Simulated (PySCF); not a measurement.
Consider CaTe.

```xyz
2

Ca    0.0000    0.0000   -2.0235
Te    0.0000    0.0000    0.6225
```

The calculation used PBE0/x2c-SVPall, spin-free X2C-1e, Gaussian nucleus, at a bond length of 2.646 Å in PySCF.

### What can the converged electron density and electron localisation function tell about the bonding?

Ca–Te (2.65 Å): ρ is about 0.37 e/Å³ halfway; the ELF is about 0.35 at the midpoint and 0.20 at its lowest between the atoms.

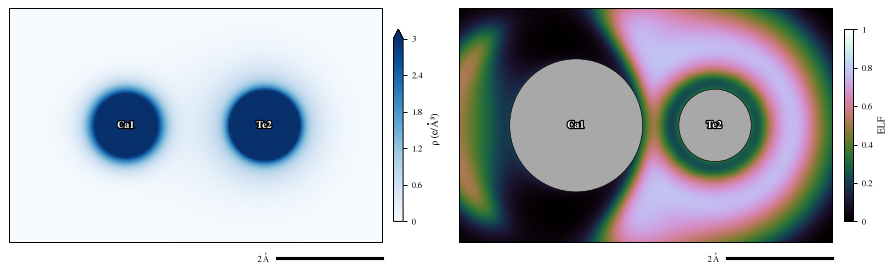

Computed electron density and electron localisation function on a plane that holds the molecular axis, in this order. Grey discs cover the atomic cores in the ELF map. 
